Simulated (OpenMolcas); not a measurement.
**A ladder of methods for BNH3 (SMILES [BH]N)**

BNH3 has 5 atoms, charge 0, and is taken as a doublet. As SMILES, `[BH]N`. Geometry: relaxed at GFN2-xTB. This is one conformer, not always the lowest.

Each level gives the vertical ionisation energy (to the singlet cation) (eV). The values are calculated.

| level | kind | program | value (eV) | less FCI/STO-3G | CPU time (all runs) |
| --- | --- | --- | --- | --- | --- |
| UHF/STO-3G | Hartree–Fock | OpenMolcas | 6.20 | +0.60 | 5 s |
| USVWN5/STO-3G | LDA | OpenMolcas | 6.20 | +0.60 | 11 s |
| UPBE/STO-3G | GGA | OpenMolcas | 6.44 | +0.84 | 12 s |
| U-r2SCAN/STO-3G | meta-GGA | OpenMolcas | 6.65 | +1.05 | 16 s |
| UM06-2X/STO-3G | hybrid meta-GGA | OpenMolcas | 6.49 | +0.89 | 16 s |
| UPBE0/STO-3G | global hybrid | OpenMolcas | 6.57 | +0.97 | 12 s |
| ROCCSD(T)/STO-3G | coupled cluster or CI | OpenMolcas | 5.61 | +0.01 | 5.9 s |
| FCI/STO-3G | exact in the basis | OpenMolcas | 5.60 | 0.00 | 27 s |

FCI/STO-3G is exact within its basis and frozen core, so for wave-function methods in that basis the difference is their error; functionals converge differently with the basis, so for them it is only a difference. The values span 5.60 to 6.65 eV. All rows use very small basis sets, so even the best lies far from the true value. CPU times are rough (shared hosts, several kinds of processor): they show what a rung costs within a factor of a few.

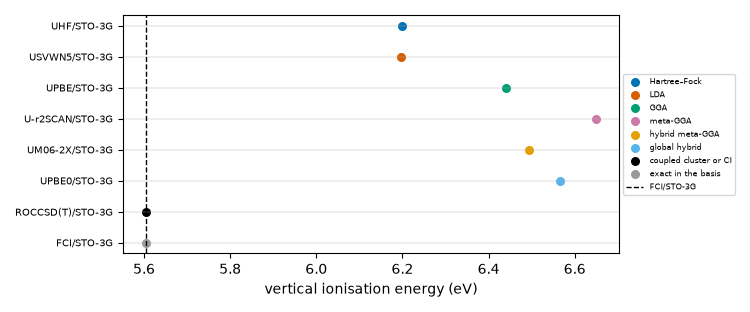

The values of the table, level by level.
